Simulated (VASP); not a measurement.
Band structure of NbSb (relaxed from the zinc blende structure, space group F-43m). Calculation: r2SCAN meta-GGA, VASP's PBE PAW potentials (set 64) (plane waves; VASP).

Unless said otherwise, spin-orbit coupling is left out, though it shifts the bands of the heavy elements here.

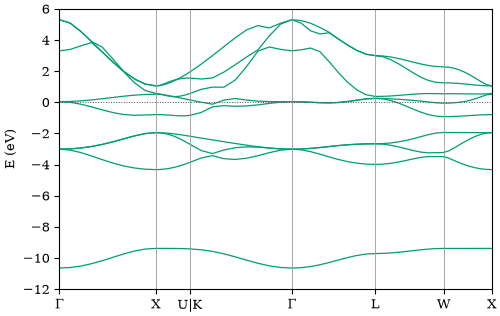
Bands along high-symmetry lines, zero at the valence-band maximum or, without a gap, the Fermi level

Q: Read the plot: is there a gap, and where are the band edges?

A: It has no gap at this level: it comes out as a metal or semimetal.

The structure was generated: NbSb was put into the zinc blende type (F-43m), which need not be its known phase. It was relaxed first, which changed the volume by -28 %.
